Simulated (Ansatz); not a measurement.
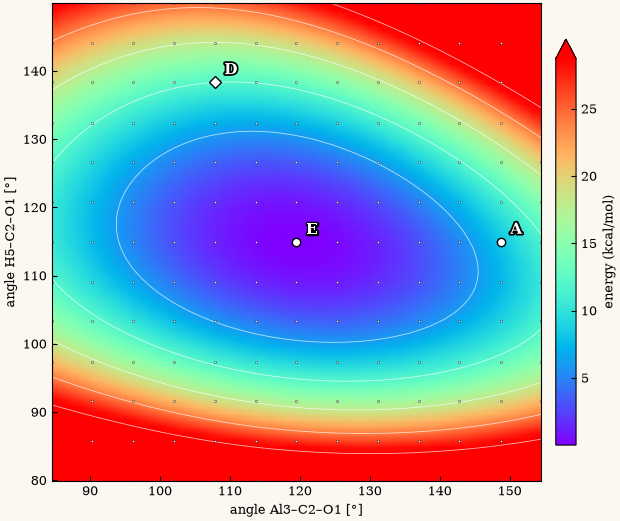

CH₄AlO, SMILES [OH+]=[CH][AlH2], charge +1. Coordinates scanned: (1) angle Al3–C2–O1; (2) angle H5–C2–O1. Nothing is relaxed (all other coordinates rigid). The scan uses a 13 × 13 grid. Points are written as (first, second). All energies are given in kcal/mol relative to the lowest grid point. Theory: Ansatz, RKS PBE0-D4/def2-TZVP.

The picture shows a smooth colour map with a few white contour lines, dots at the grid points, one colour for all values above the top of the scale, lettered points. Between grid points the surface is interpolated.

Rank the lettered points by energy, lowest first.

Answer. E (0.0 kcal/mol), A (8.2 kcal/mol), D (12.0 kcal/mol).

What kind of point is each of A, D, E: minimum, saddle, maximum or slope?

Answer. A: on a slope; D: on a slope; E: minimum. (In these two coordinates alone; a stationary point may lie a little off the grid point.)
